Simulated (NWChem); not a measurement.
**CH2N (SMILES C=[N]): levels of theory compared**

We compute a comparison of 3 runs (UHF/3-21G, UPBE/def2-TZVPP, UB3LYP/6-31G*) of CH2N. 

The results are computed with NWChem 7.3.0.

1 further run of the same task is left out (set aside as unsound or not needed). Runs told in other sessions of the task aren't counted.

**1. The molecule**

CH2N has 4 atoms, charge 0, and is taken as a doublet. As SMILES, `C=[N]`. The coordinates come from a PBE0-D4/def2-TZVP relaxation.

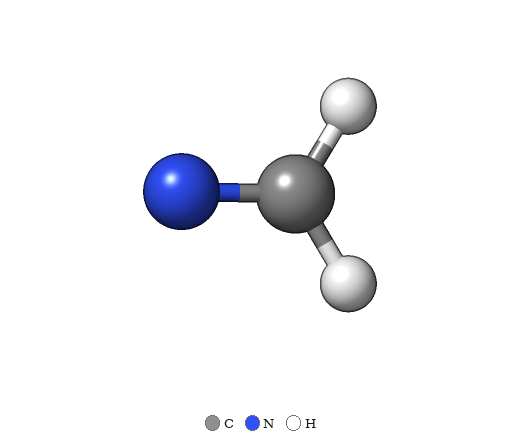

Viewed from a chosen angle; carbon grey, nitrogen blue, hydrogen white.

**2. Energy and forces at UHF/3-21G (run 1)**

The input, ch2n.nw:

```
start ch2n
title "CH2N"
memory stack 880 mb heap 220 mb global 1100 mb
charge 0
geometry noautosym nocenter noautoz
   C     -0.013600    -0.011010    -0.014470
   N      0.727340     0.588370     0.773760
   H     -0.870960     0.487800    -0.486820
   H      0.157230    -1.065160    -0.272460
end
basis spherical bse
   * library 3-21G
end
scf
   nopen 1
   uhf
   thresh 1e-08
   maxiter 80
   print low
end
task scf gradient
```

The run is started by

```console
$ nwchem ch2n.nw > ch2n.out
```

Log:

```text
[...]
  functions       =    22
[...]
  wavefunction    = UHF
[...]
         Total SCF energy =    -92.904277098201
      One electron energy =   -179.853885486962
      Two electron energy =     59.281436162894
 Nuclear repulsion energy =     27.668172225866
                       Sz =      0.5000
                 Sz(Sz+1) =      0.7500
                      S^2 =      0.9768
[...]
                         UHF ENERGY GRADIENTS
    atom               coordinates                        gradient
                 x          y          z           x          y          z
   1 C      -0.025700  -0.020806  -0.027344    0.033041   0.026721   0.035148
   2 N       1.374473   1.111858   1.462194   -0.027059  -0.021888  -0.028785
   3 H      -1.645876   0.921808  -0.919956   -0.009064   0.006754  -0.004447
   4 H       0.297122  -2.012861  -0.514875    0.003081  -0.011588  -0.001915
 Task  times  cpu:        0.4s     wall:        0.4s
 Total times  cpu:        0.4s     wall:        0.4s
```

Wall time 1 s (1 thread of Intel Xeon 6975P-C (Granite Rapids), shared host); peak memory 0.097 GiB.

**3. Energy and forces at UPBE/def2-TZVPP (run 2)**

The input, run.py:

```python
from ase import Atoms
from ase.calculators.nwchem import NWChem

molecule = Atoms('CNHH', positions=[
    [-0.013600, -0.011010, -0.014470],
    [0.727340, 0.588370, 0.773760],
    [-0.870960, 0.487800, -0.486820],
    [0.157230, -1.065160, -0.272460],
])

calc = NWChem(
    label='ch2n',
    theory='dft',
    memory='2200 mb',
    basis='def2-TZVPP',
    basispar='spherical bse',
    dft={'xc': 'xpbe96 cpbe96', 'mult': '2', 'grid': 'fine', 'convergence': 'energy 1e-08', 'iterations': '100', 'mulliken': None, 'print': 'low'},
)
molecule.calc = calc

forces = molecule.get_forces()
e = molecule.get_potential_energy()
print(f"E = {e:.6f} eV")
print("forces (eV/A):")
for s, f in zip(molecule.symbols, forces):
    print(f"{s:2s} {f[0]:10.5f} {f[1]:10.5f} {f[2]:10.5f}")
```

The run is started by

```console
$ export ASE_NWCHEM_COMMAND="nwchem PREFIX.nwi > PREFIX.nwo"
$ python run.py
```

Log:

```text
E = -2555.151966 eV
forces (eV/A):
C    -0.14259   -0.11503   -0.15159
N     0.39415    0.31877    0.41930
H    -0.25037    0.08639   -0.15977
H    -0.00118   -0.29012   -0.10788
```

The calculator wrote ch2n.nwi:

```
title "ch2n"

permanent_dir ch2n

scratch_dir ch2n

start ch2n

geometry units angstrom nocenter noautosym noautoz
  C  -1.3599999999999999e-02 -1.1010000000000001e-02 -1.4470000000000000e-02
  N  7.2733999999999999e-01 5.8836999999999995e-01 7.7376000000000000e-01
  H  -8.7095999999999996e-01 4.8780000000000001e-01 -4.8681999999999997e-01
  H  1.5723000000000001e-01 -1.0651600000000001e+00 -2.7245999999999998e-01
end

memory 2200 mb

basis spherical bse noprint
   * library def2-TZVPP
end

dft
  xc xpbe96 cpbe96
  mult 2
  grid fine
  convergence energy 1e-08
  iterations 100
  mulliken
  print low
end

task dft gradient
```

ch2n.nwo (excerpt; [...] marks lines left out):

```text
[...]
         Total DFT energy =      -93.900103568855
      One electron energy =     -180.916668404528
           Coulomb energy =       72.215678297629
    Exchange-Corr. energy =      -12.867285687824
 Nuclear repulsion energy =       27.668172225866
[... 38 lines left out ...]
     ------------------------------------------
      Spin Density - Lowdin Population Analysis
[...]
      <S2> =      0.7567 (Exact =     0.7500)
                         DFT ENERGY GRADIENTS
    atom               coordinates                        gradient
                 x          y          z           x          y          z
   1 C      -0.025700  -0.020806  -0.027344    0.002773   0.002237   0.002948
   2 N       1.374473   1.111858   1.462194   -0.007665  -0.006199  -0.008154
   3 H      -1.645876   0.921808  -0.919956    0.004869  -0.001680   0.003107
   4 H       0.297122  -2.012861  -0.514875    0.000023   0.005642   0.002098
 Task  times  cpu:       16.0s     wall:       16.0s
 Total times  cpu:       16.0s     wall:       16.0s
```

Wall time 17 s (1 thread of Intel Xeon 6975P-C (Granite Rapids), shared host); peak memory 0.12 GiB.

**4. Energy and gradient at UB3LYP/6-31G(d) (Cartesian functions) (run 3)**

The input, input.nw:

```
start input
title "CH2N"
memory 2200 mb

geometry units angstroms noautosym nocenter noautoz
C       -0.013600      -0.011010      -0.014470
N        0.727340       0.588370       0.773760
H       -0.870960       0.487800      -0.486820
H        0.157230      -1.065160      -0.272460
end

basis cartesian
* library 6-31G*
end

dft
xc b3lyp
mult 2
grid xfine
convergence energy 1e-08
maxiter 100
mulliken
end

task dft gradient
```

The run is started by

```console
$ nwchem input.nw > input.out
```

Log:

```text
[...]
          Wavefunction type:  spin polarized.
          No. of atoms     :     4
          No. of electrons :    15
[...]
          Charge           :     0
          Spin multiplicity:     2
[...]
          AO basis - number of functions:    34
[...]
              XC Information
              --------------
                         B3LYP Method XC Potential
                     Hartree-Fock (Exact) Exchange  0.200
                        Slater Exchange Functional  0.800 local
                    Becke 1988 Exchange Functional  0.720 non-local
              Lee-Yang-Parr Correlation Functional  0.810
                  VWN I RPA Correlation Functional  0.190 local
[...]
 d= 0,ls=0.0,diis     1    -93.9293924815 -1.22D+02  1.34D-02  8.72D-02     0.9
[...]
 d= 0,ls=0.0,diis    12    -93.9822312092 -1.31D-09  3.64D-07  1.17D-10     7.3
[...]
         Total DFT energy =      -93.982231209166
      One electron energy =     -180.891130503668
           Coulomb energy =       72.226136867729
    Exchange-Corr. energy =      -12.985409799094
 Nuclear repulsion energy =       27.668172225866
[...]
      Total Density - Mulliken Population Analysis
     ---------------------------------------------
    Atom       Charge   Shell Charges
 -----------   ------   -------------------------------------------------------
    1 C    6     6.12   1.99  0.72  2.06  0.51  0.81  0.02
    2 N    7     7.23   1.99  0.87  2.21  1.07  1.12 -0.02
    3 H    1     0.82   0.52  0.31
    4 H    1     0.82   0.52  0.31
[...]
      <S2> =      0.7599 (Exact =     0.7500)
[...]
  wavefunction    = open shell
                         DFT ENERGY GRADIENTS
    atom               coordinates                        gradient
                 x          y          z           x          y          z
   1 C      -0.025700  -0.020806  -0.027344    0.007936   0.006413   0.008440
   2 N       1.374473   1.111858   1.462194   -0.010555  -0.008537  -0.011228
   3 H      -1.645876   0.921808  -0.919956    0.001754   0.000389   0.001486
   4 H       0.297122  -2.012861  -0.514875    0.000865   0.001735   0.001302
[...]
```

Run time: 9 s. Hardware: 1 thread of Intel Xeon 6975P-C (Granite Rapids), shared host; peak memory 0.12 GiB.

**5. The series**

```csv
run,level,iteration cap,module,energy (Eh),⟨S²⟩,largest force (eV/Å),wall time
1,UHF/3-21G,80,scf,-92.904277,0.977,2.836,1 s
2,UPBE/def2-TZVPP,100,dft,-93.900104,0.757,0.658,17 s
3,UB3LYP/6-31G* (Cartesian functions),100,dft,-93.982231,0.760,0.906,9 s
```

**6. Outcome**

| quantity | value |
| --- | --- |
| run 3: total energy | -93.98223 Eh |
| run 3: dipole moment | 2.35 D |
| run 3: HOMO energy (highest over α and β) | -7.19 eV |
| run 3: LUMO energy (lowest over α and β) | -2.45 eV |
| run 3: ⟨S²⟩ | 0.760 |
| run 3: largest force on an atom | 0.906 eV/Å |

What this shows: Totals of different functionals can't be ranked against each other. Spin contamination of the reference: run 1 ⟨S²⟩ = 0.98. All runs together took 27 s, the longest 17 s.
